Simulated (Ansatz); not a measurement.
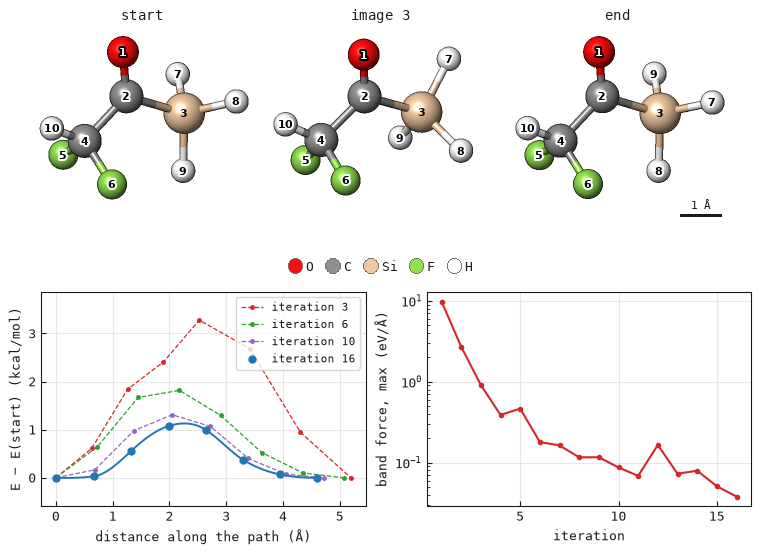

NEB run on C2H4F2OSi. Images are numbered from 0 (start) to 7 (end). The plot follows the band through its iterations. The picture is a ball-and-stick view, seen at a tilt.

Level of theory: Ansatz, RKS LDA/6-31G*. Run with 6 movable images; no climbing image; force threshold 0.05 eV/Å; iteration limit 60; starting path through a guess of the saddle point.

### Did the band converge, and can the barrier be trusted?

The run is converged, with reservations. The band converged in 16 iterations. The largest component of the band force went from 9.8 to 0.038 eV/Å. No image climbed, so the highest image needn't lie on the saddle point, and the true maximum along this path can be higher. The first iteration put the highest image at 86.35 kcal/mol. The two ends have the same energy, and the highest point, image 3, lies 1.08 kcal/mol above the start.
